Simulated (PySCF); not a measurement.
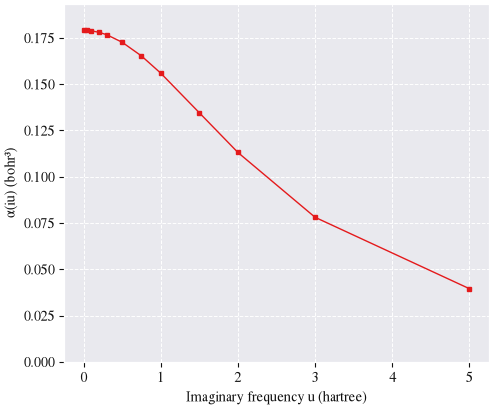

Dipole polarisability at imaginary frequency of an atom or ion with 2 electrons in the configuration 1s². Coupled response at the HF level; PySCF, aug-cc-pVQZ-DK, spin-free X2C-1e, unrestricted single determinants, no spin-orbit coupling.

> Which species is it, and what does the curve give?

Li⁺. The static dipole polarisability is 0.179 bohr³; α(iu) falls to half of it near u = 2.6 hartree. The Casimir–Polder integral gives C₆ = 0.0633 hartree bohr⁶ for two such species.
